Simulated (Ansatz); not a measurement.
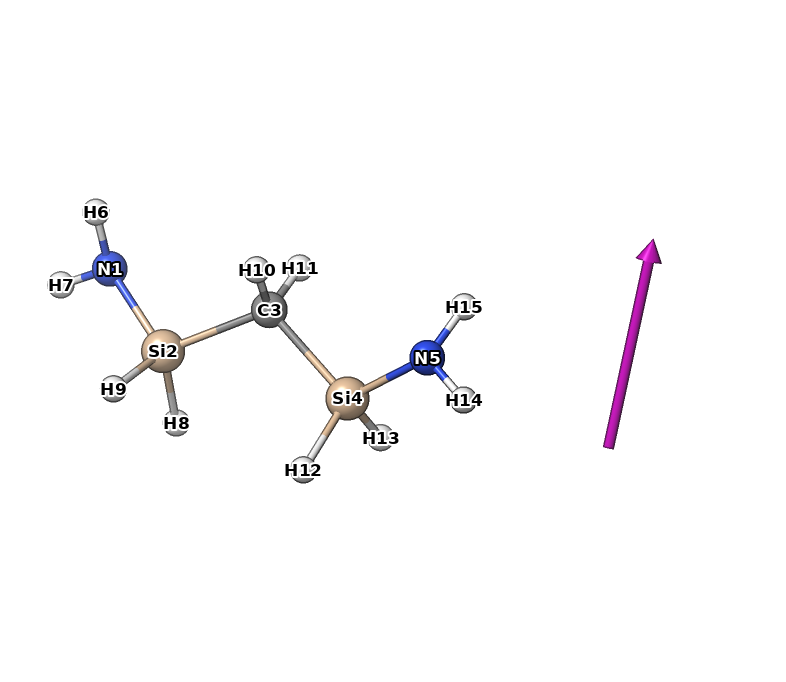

The arrow beside the molecule shows the direction of the dipole moment, from the negative to the positive end (its length means nothing). Computed geometry: PBE0-D4/def2-TZVP optimisation. No frequency run is at hand to confirm it as a minimum. Method: RKS PBE0-D4/def2-TZVP (Ansatz 0.2.0).

**How large is the dipole moment?**

1.56 D; it points from the side of H8, H12 to the side of H6, H10, H11, H15 (the outermost atoms at the two ends).
